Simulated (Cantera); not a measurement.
Input: 1 mol C2H4, 2.9 mol CO2, 23 mol N2, held at 68.0 Pa.

Cantera equilibrium calculation (NASA polynomials, part measured and part estimated; ideal gas, pure solids and liquids). Candidate condensed phases: C, C6H6, C7H8, C8H18, H2O; 136 gas species. Rates play no part.

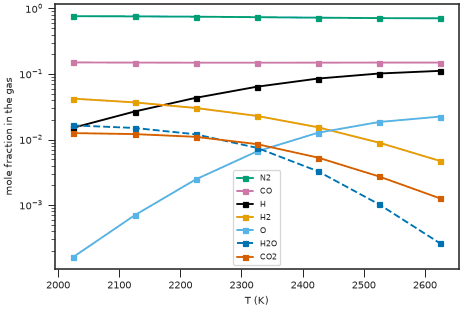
Figure. Equilibrium gas composition (values under 1e-9 drawn at 1e-9)

From 2025 K to 2625 K nothing is condensed. The main C-bearing gas is CO throughout.
